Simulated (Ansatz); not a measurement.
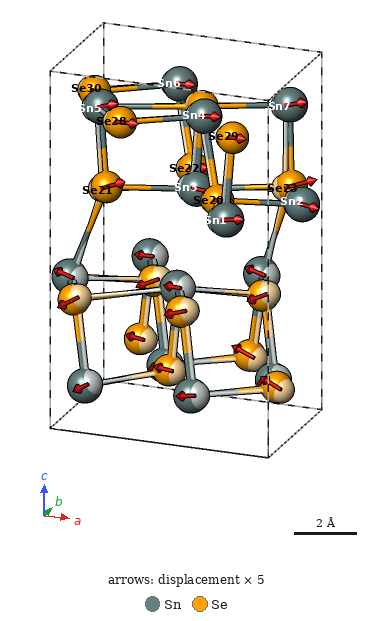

A relaxation of a defect cell of composition Sn₁₅Se₁₆ (cell charge −1). The starting structure is drawn faded, the final one solid; red arrows show the displacements, 5 times their true length.

Style: ball-and-stick. Shown: the cell of the calculation, slightly off an axis.

Case: Sn vacancy (site c), charge -1, atoms relaxed at the host's cell.

All numbers below come from Ansatz 0.2.0, DFT PBE, scalar-relativistic, plane waves, PAW. Set-up: plane-wave cutoff 420 eV; k-point mesh 2 × 2 × 2; occupations gaussian; smearing width 0.01 eV; collinear spin; atoms relaxed in a fixed cell; force threshold 0.025 eV/Å; at most 45 steps.

### What happened in the run?

Over 4 geometry steps the energy falls by 99.1 meV per cell of the calculation. Largest force component: 0.16 eV/Å at the start, 0.02 eV/Å at the end. The largest moves, 0.25 Å, are those of Se atoms. Largest moves by element: Se 0.25 Å, Sn 0.20 Å. The cell stays as it was. Some distances before and after: Se–Sn 3.210 → 3.390 Å, Se–Sn 3.348 → 3.476 Å, Se–Sn 3.219 → 3.293 Å, Se–Sn 3.037 → 3.089 Å. Bond angles that change, for instance: Sn–Se–Sn 97.9° → 100.7°, Se–Sn–Se 174.5° → 171.8°, Sn–Se–Sn 99.0° → 101.6°. The program noted that the starting moments weren't kept.

Limits of the set-up: the cell is charged, on a uniform background, and energies carry no finite-size correction.
